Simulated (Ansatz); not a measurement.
# Ge (diamond structure), cut as [110] fin, 1.73 nm along [001] by 0.81 nm along [1-10], dimers on {100} faces

Calculation: PBE (plane waves to 420 eV, PAW; Ansatz, a quantum-chemistry and plane-wave program).

k-points: Γ-centred 1×1×3 mesh; occupations: Fermi-Dirac, 0.020 eV; spin polarisation not allowed. Spin-orbit coupling is left out.

 The relaxation kept the symmetry of its start, so a lower minimum of less symmetry isn't excluded. The period along the axis is held at the bulk value.

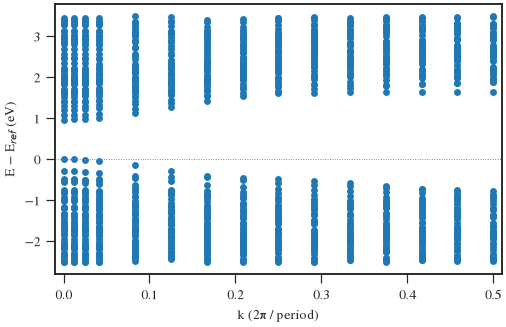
Fig. 1. Levels along the axis at 15 k-points, drawn as points, zero at the top of the valence band

Electronic character: not metallic; Kohn-Sham band gap: 0.96 eV. Only levels within the plotted window are shown.
